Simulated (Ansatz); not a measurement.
**C3H7BO (SMILES BCC(C)=O): B3LYP/6-31G(d) (spherical functions)**

Aim: the energy change on altering one bond length of C3H7BO at B3LYP/6-31G* (spherical functions), from 2 runs. 

The calculation is run with Ansatz 0.2.0.

46 further runs of the same task are left out: 46 set aside as unsound or not needed. Runs told in other sessions of the task aren't counted.

## (1) The structure to begin with

C3H7BO has 12 atoms, charge 0, and is taken as a singlet. SMILES: `BCC(C)=O`. The shape is that of a PBE0-D4/def2-TZVP optimisation. This is one conformer, not always the lowest.

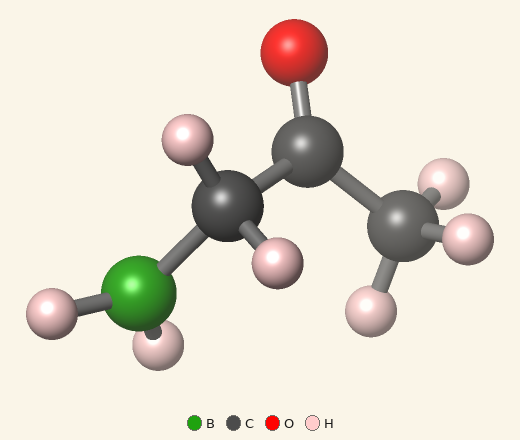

The structure, seen from a chosen angle (boron green, carbon dark grey, oxygen red, hydrogen pink).

## (2) The energy at B3LYP/6-31G(d) (spherical functions)

Input file in.yaml:

```yaml
crystal:
  periodic: [false, false, false]
  atoms:
    - {symbol: B, position_ang: [-1.581200, 0.801000, 0.222700]}
    - {symbol: C, position_ang: [-0.384500, 0.117100, 0.946500]}
    - {symbol: C, position_ang: [0.927400, 0.170900, 0.212200]}
    - {symbol: C, position_ang: [1.083400, -0.737900, -0.977300]}
    - {symbol: O, position_ang: [1.804700, 0.920200, 0.564200]}
    - {symbol: H, position_ang: [-2.525100, 1.170600, 0.856000]}
    - {symbol: H, position_ang: [-1.603000, 0.910600, -0.969000]}
    - {symbol: H, position_ang: [-0.743000, -0.928900, 0.990700]}
    - {symbol: H, position_ang: [-0.259300, 0.457700, 1.976000]}
    - {symbol: H, position_ang: [1.975700, -0.468400, -1.539000]}
    - {symbol: H, position_ang: [0.203200, -0.697900, -1.623000]}
    - {symbol: H, position_ang: [1.178600, -1.770300, -0.625900]}
basis:
  gaussian:
    orbitals: 6-31G_st_-spherical.json
output: {orbitals: {seedname: orbitals}}
accuracy: high
hamiltonian:
  xc: {name: B3LYP}
```

The basis set 6-31G* is read from a file made from the Basis Set Exchange's data (not shown).

Launch:

```bash
$ ansatz run in.yaml --threads 1 --pin off --max-ram 2610MiB --events-out events.jsonl --progress --plain --runs-dir runs
```

Log:

```text
Warning: RAYON_NUM_THREADS=1 ignored (pool sized by the plan → 1); use --threads N
Functional definition: B3LYP
  name "B3LYP"
  parameter a0 = 0.2
  parameter ax = 0.72
  parameter ac = 0.81
  exchange = (1 - a0 - ax)*slater_x + ax*b88_x + a0*exact_x
  correlation = (1 - ac)*vwn_rpa_c + ac*lyp_c
2095 factors; integrals over basis functions are off by at most 3.6e-9 eV
mean field evaluation 1: about -5940.6587 eV, gradient 5.7e1 eV
mean field evaluation 2: about -5928.0318 eV, gradient 9.5e1 eV
mean field evaluation 4: about -5947.6033 eV, gradient 4.7e0 eV
mean field evaluation 8: about -5947.9017 eV, gradient 8.9e-1 eV
mean field evaluation 16: about -5947.9041 eV, gradient 1.7e-4 eV
mean field -5947.90407502 eV, -218.5814431227 hartree, gradient 4.5e-8 eV, S^2 0.000000; 0 other end points of the search recorded, 0 dependent functions left out
reference -5947.90411128 eV, -218.5814444552 hartree; 19, 19 occupied and 65, 65 virtual orbitals, 2095 factors
Total energy: -5947.90411128 eV, -218.5814444552 hartree
```

Run time: 8.7 s. Hardware: 1 thread of Arm Neoverse V2, shared host; peak memory 0.29 GiB.

## (3) The distorted shape

Input file molecule.yaml:

```yaml
crystal:
  periodic: [false, false, false]
  atoms:
    - {symbol: B, position_ang: [-3.155440, 0.736442, 1.103838]}
    - {symbol: C, position_ang: [-1.958740, 0.052542, 1.827638]}
    - {symbol: C, position_ang: [0.927400, 0.170900, 0.212200]}
    - {symbol: C, position_ang: [1.083400, -0.737900, -0.977300]}
    - {symbol: O, position_ang: [1.804700, 0.920200, 0.564200]}
    - {symbol: H, position_ang: [-4.099340, 1.106042, 1.737138]}
    - {symbol: H, position_ang: [-3.177240, 0.846042, -0.087862]}
    - {symbol: H, position_ang: [-2.317240, -0.993458, 1.871838]}
    - {symbol: H, position_ang: [-1.833540, 0.393142, 2.857138]}
    - {symbol: H, position_ang: [1.975700, -0.468400, -1.539000]}
    - {symbol: H, position_ang: [0.203200, -0.697900, -1.623000]}
    - {symbol: H, position_ang: [1.178600, -1.770300, -0.625900]}
basis:
  gaussian:
    orbitals: 6-31G_st_-spherical.json
hamiltonian:
  xc: {name: B3LYP}
accuracy: high
output: {orbitals: {seedname: orbitals}}
```

The basis set 6-31G* is read from a file made from the Basis Set Exchange's data (not shown).

Launch:

```bash
$ ansatz run molecule.yaml --threads 1 --pin off --max-ram 2610MiB --events-out events.jsonl --progress --plain --runs-dir runs
```

Log, cut to the lines that bear on the results:

```text
Warning: RAYON_NUM_THREADS=1 ignored (pool sized by the plan → 1); use --threads N
[... 7 set-up lines as earlier in the session ...]
2019 factors; integrals over basis functions are off by at most 1.5e-8 eV
mean field evaluation 1: about -5930.3419 eV, gradient 6.5e1 eV
mean field evaluation 2: about -5820.9650 eV, gradient 1.4e2 eV
mean field evaluation 4: about -5938.2371 eV, gradient 4.1e1 eV
mean field evaluation 8: about -5943.1964 eV, gradient 1.1e0 eV
mean field evaluation 16: about -5943.4481 eV, gradient 1.7e-3 eV
mean field -5943.44811438 eV, -218.4176895897 hartree, gradient 7.8e-8 eV, S^2 0.000000; 0 other end points of the search recorded, 0 dependent functions left out
reference -5943.44815595 eV, -218.4176911174 hartree; 19, 19 occupied and 65, 65 virtual orbitals, 2019 factors
Total energy: -5943.44815595 eV, -218.4176911174 hartree
```

Run time: 6.9 s. Hardware: 1 thread of Arm Neoverse V2, shared host; peak memory 0.26 GiB.

## (4) Outcome

At B3LYP/6-31G* (spherical functions):

| quantity | value |
| --- | --- |
| first shape: total energy | -218.58144 Eh |
| first shape: HOMO energy | -6.59 eV |
| first shape: LUMO energy | -1.49 eV |
| first shape: HOMO–LUMO gap | 5.10 eV |
| distorted shape: total energy | -218.41769 Eh |
| distorted shape: HOMO energy | -5.14 eV |
| distorted shape: LUMO energy | -3.15 eV |
| distorted shape: HOMO–LUMO gap | 2.00 eV |
| energy change with the C2–C3 bond stretched from 1.504 to 3.310 Å | 4.456 eV |

In words: With the C2–C3 bond stretched from 1.504 to 3.310 Å the energy rises by 4.46 eV (103 kcal/mol). The first shape isn't relaxed at this level, so the change isn't measured from a minimum. A restricted reference can't describe the breaking bond well at this length.
